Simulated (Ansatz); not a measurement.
# UBLYP/STO-3G run of BH3O− (SMILES [BH2-]O)

Aim: the vertical ionisation energy of BH3O− at UBLYP/STO-3G, from 2 runs. 

Program for the calculation: Ansatz 0.2.0.

**1. Starting point**

BH3O−: 5 atoms, total charge -1, spin state doublet. As SMILES, `[BH2-]O`. Geometry: a GFN2-xTB relaxation, a rough one for these elements and not checked as a minimum.

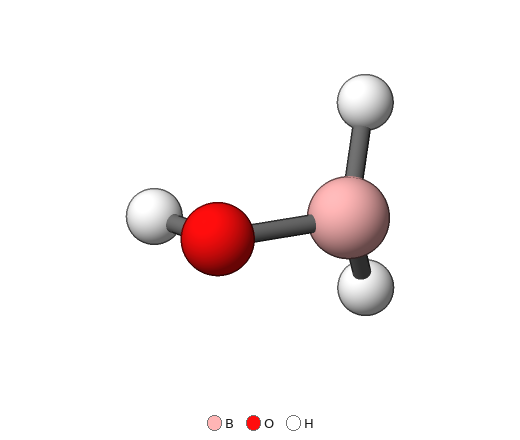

Viewed from a chosen angle; boron pink, oxygen red, hydrogen white.

**2. The energy at UBLYP/STO-3G**

molecule.yaml reads:

```yaml
crystal:
  periodic: [false, false, false]
  atoms:
    - symbol: B
      position_ang: [-0.558550, -0.234200, 0.180320]
    - symbol: O
      position_ang: [0.255120, 1.054670, 0.280220]
    - symbol: H
      position_ang: [0.033680, -1.207330, 0.735040]
    - symbol: H
      position_ang: [-0.823360, -0.530130, -1.022660]
    - symbol: H
      position_ang: [1.093110, 0.916990, -0.172930]
basis:
  gaussian:
    orbitals: STO-3G
total_charge: -1
magnetization:
  spin_polarized: true
  initial_magnetization: 1
hamiltonian:
  xc: {name: BLYP}
accuracy: high
```

Started as:

```sh
$ ansatz run molecule.yaml --threads 1 --pin off --max-ram 2610MiB --events-out events.jsonl --progress --plain --runs-dir runs
```

The log of the run:

```text
Warning: RAYON_NUM_THREADS=1 ignored (pool sized by the plan → 1); use --threads N
Functional definition: BLYP
  name "BLYP"
  parameter beta = 0.0042
  parameter a = 0.04918
  parameter b = 0.132
  parameter c = 0.2533
  parameter d = 0.349
  exchange = b88_x(beta = beta)
  correlation = lyp_c(a = a, b = b, c = c, d = d)
208 factors; integrals over basis functions are off by at most 5.0e-8 eV
mean field evaluation 1: about -2709.8989 eV, gradient 4.0e1 eV
mean field evaluation 2: about -2653.5661 eV, gradient 5.1e1 eV
mean field evaluation 4: about -2726.4627 eV, gradient 1.2e1 eV
mean field evaluation 8: about -2727.7409 eV, gradient 1.0e0 eV
mean field evaluation 16: about -2727.6969 eV, gradient 1.1e-5 eV
mean field -2727.69694404 eV, -100.2410137939 hartree, gradient 4.1e-8 eV, S^2 0.751425; 0 other end points of the search recorded, 0 dependent functions left out
reference -2727.69697577 eV, -100.2410149600 hartree; 9, 8 occupied and 4, 5 virtual orbitals, 208 factors
Total energy: -2727.69697577 eV, -100.2410149600 hartree
```

Wall time 1.1 s (1 thread of Arm Neoverse V1, shared host); peak memory 0.11 GiB.

**3. Singlet neutral BH3O**

molecule.yaml reads:

```yaml
crystal:
  periodic: [false, false, false]
  atoms:
    - {symbol: B, position_ang: [-0.558550, -0.234200, 0.180320]}
    - {symbol: O, position_ang: [0.255120, 1.054670, 0.280220]}
    - {symbol: H, position_ang: [0.033680, -1.207330, 0.735040]}
    - {symbol: H, position_ang: [-0.823360, -0.530130, -1.022660]}
    - {symbol: H, position_ang: [1.093110, 0.916990, -0.172930]}
basis:
  gaussian:
    orbitals: STO-3G
hamiltonian:
  xc: {name: BLYP}
accuracy: high
```

Started as:

```sh
$ ansatz run molecule.yaml --threads 1 --pin off --max-ram 2610MiB --events-out events.jsonl --progress --plain --runs-dir runs
```

The log of the run:

```text
Warning: RAYON_NUM_THREADS=1 ignored (pool sized by the plan → 1); use --threads N
Functional definition: BLYP
  name "BLYP"
  parameter beta = 0.0042
  parameter a = 0.04918
  parameter b = 0.132
  parameter c = 0.2533
  parameter d = 0.349
  exchange = b88_x(beta = beta)
  correlation = lyp_c(a = a, b = b, c = c, d = d)
208 factors; integrals over basis functions are off by at most 5.0e-8 eV
mean field evaluation 1: about -2730.3984 eV, gradient 1.9e1 eV
mean field evaluation 2: about -2688.4371 eV, gradient 9.1e1 eV
mean field evaluation 4: about -2731.5622 eV, gradient 4.6e0 eV
mean field evaluation 8: about -2731.5767 eV, gradient 5.7e-2 eV
mean field evaluation 16: about -2731.5768 eV, gradient 1.3e-6 eV
mean field -2731.57675970 eV, -100.3835943896 hartree, gradient 9.7e-8 eV, S^2 0.000000; 1 other end points of the search recorded, 0 dependent functions left out
reference -2731.57679220 eV, -100.3835955840 hartree; 8, 8 occupied and 5, 5 virtual orbitals, 208 factors
Total energy: -2731.57679220 eV, -100.3835955840 hartree
```

Wall time 0.73 s (1 thread of Arm Neoverse V1, shared host).

**4. Summary of results**

At UBLYP/STO-3G:

| quantity | value |
| --- | --- |
| doublet BH3O−: total energy | -100.24101 Eh |
| doublet BH3O−: ⟨S²⟩ | 0.751 |
| singlet neutral BH3O: total energy | -100.38360 Eh |
| vertical ionisation energy (to the singlet neutral) | -3.880 eV |

**Reading.** The species is unbound against losing an electron at this level, by 3.88 eV (−374 kJ/mol); missing correlation or diffuse functions can give that sign where the real anion is bound.
